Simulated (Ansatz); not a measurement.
Relaxed GaN (wurtzite):

```yaml
crystal:
  lattice:
    - [3.21838, 0.00000, 0.00000]
    - [-1.60919, 2.78720, 0.00000]
    - [0.00000, 0.00000, 10.48640]
  atoms:
    - { symbol: Ga, position: [0.66667, 0.33333, 0.00048] }
    - { symbol: Ga, position: [0.66667, 0.33333, 0.50048] }
    - { symbol: Ga, position: [0.33333, 0.66667, 0.25048] }
    - { symbol: Ga, position: [0.33333, 0.66667, 0.75048] }
    - { symbol: N, position: [0.66667, 0.33333, 0.31212] }
    - { symbol: N, position: [0.66667, 0.33333, 0.81212] }
    - { symbol: N, position: [0.33333, 0.66667, 0.06212] }
    - { symbol: N, position: [0.33333, 0.66667, 0.56212] }
```

The atoms are displaced by Q × the pattern below (from a DFPT mode at A = (0.0, 0.0, 0.5), largest move 1; Q in Å), at fixed cell. It is one choice among 4 degenerate patterns. (q is in reciprocal vectors of the primitive cell; the cell shown is doubled to hold the pattern.)

| atom | x | y | z |
|---|---|---|---|
| Ga1 | 0.000 | 0.083 | 0.000 |
| Ga2 | 0.000 | -0.083 | 0.000 |
| Ga3 | 0.000 | 1.000 | 0.000 |
| Ga4 | 0.000 | -1.000 | 0.000 |
| N5 | 0.000 | 0.883 | 0.000 |
| N6 | 0.000 | -0.883 | 0.000 |
| N7 | 0.000 | 0.153 | 0.000 |
| N8 | 0.000 | -0.153 | 0.000 |

All values below come from PBE (plane waves to 420 eV, PAW, scalar-relativistic; Ansatz, an electronic-structure program). k mesh 12×12×3 (Γ-centred), Fermi-Dirac smearing 0.05 eV. E stands for the smeared free energy. GaN was relaxed with its symmetry unable to fall. ΔE is measured from the undisplaced structure.

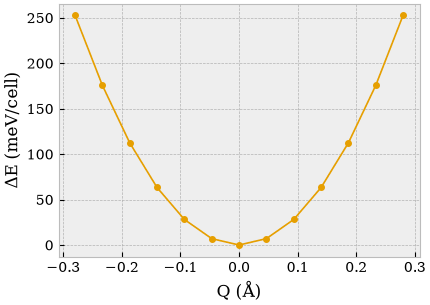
ΔE (meV/cell) against Q (Å); computed points joined by lines.

Question: What is the energy change at Q = 0.280 Å?

Answer: About 250 meV/cell.

Question: What harmonic wavenumber does the curvature at Q = 0 give?

Answer: About 100 cm⁻¹.

(A displaced cell: forces are minus the slopes of the energy, force constants its curvatures, and phonons follow from these.)
